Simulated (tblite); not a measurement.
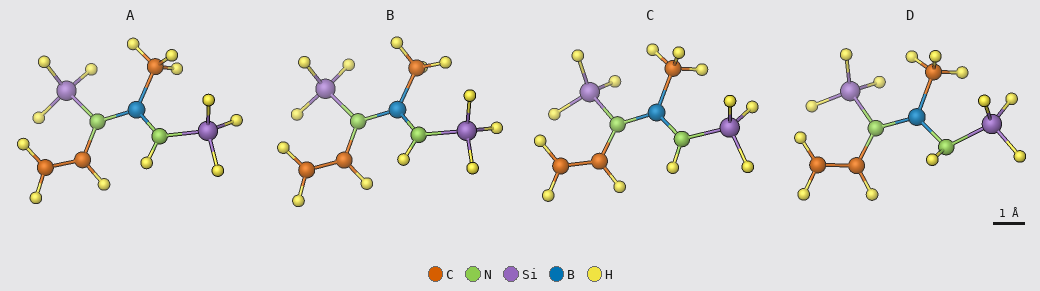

4 geometries from one relaxation of C3H13BN2Si2, in shuffled order. Style: ball-and-stick. Shown at a tilt.

All numbers below come from tblite 0.8.0, GFN2-xTB geometry optimisation, gas phase. 

Order the frames from highest to lowest energy.

D, C, A, B. They are steps 0, 21, 91, 145, at +1.431 eV, +0.132 eV, +0.021 eV relative to the last. Over 145 geometry steps the energy falls by 1.431 eV. The atom that moves furthest after the best rigid fit is an H atom (1.33 Å). Largest moves by element: H 1.33 Å, N 0.53 Å, Si 0.42 Å, C 0.41 Å, B 0.27 Å. Some distances before and after: B–N 1.496 → 1.415 Å, B–N 1.511 → 1.440 Å, N–Si 1.811 → 1.748 Å, H–N 1.070 → 1.009 Å. Among the angles between lasting bonds that change: B–N–Si 112.6° → 131.0°, B–N–H 106.0° → 115.2°, N–C–H 123.5° → 114.4°. Groups turn about B–C by about 70°, B–N by about 20°. The run took 2.4 s on 1 thread of Arm Neoverse N1, on a shared host.
